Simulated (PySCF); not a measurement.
C₃H₂Se, SMILES C#CC=[Se], geometry in Å:

```xyz
6

C      1.5144    -0.2626     0.2264
C      0.3326    -0.0522     0.0222
C     -1.0268     0.2208    -0.2095
Se    -2.2683    -1.0015    -0.4932
H      2.5538    -0.4711     0.4042
H     -1.3035     1.2852    -0.2062
```

Simulated rotational absorption lines between 6 and 18 GHz at 1.5 K: rigid rotor with the equilibrium constants and dipole of one optimised conformer (PBE0-D3(BJ)/def2-SVP, PySCF), commonest isotopes; no centrifugal distortion, hyperfine structure, internal rotation or nuclear-spin weights; lines within 1 MHz of each other are summed.

**What are the rotational constants, and what kind of rotor is it?**

Rotational constants A, B, C = 36.76, 2.119, 2.004 GHz; Ray's κ = −0.99, a near-prolate asymmetric top.

**Assign the strongest lines, as J(Ka,Kc).**

| GHz | upper | lower | type | relative intensity |
| --- | --- | --- | --- | --- |
| 16.49 | 4(0,4) | 3(0,3) | a | 1.00 |
| 12.37 | 3(0,3) | 2(0,2) | a | 0.67 |
| 16.72 | 4(1,3) | 3(1,2) | a | 0.31 |
| 16.26 | 4(1,4) | 3(1,3) | a | 0.30 |
| 8.25 | 2(0,2) | 1(0,1) | a | 0.27 |
| 12.54 | 3(1,2) | 2(1,1) | a | 0.20 |

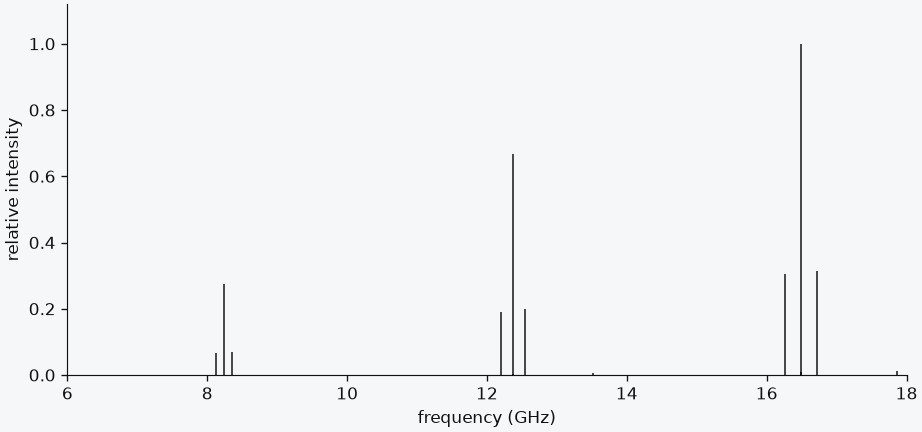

Known limits of this run: coarse grid, loose stop and no frequency check, small forces are noise and the end may be a saddle.
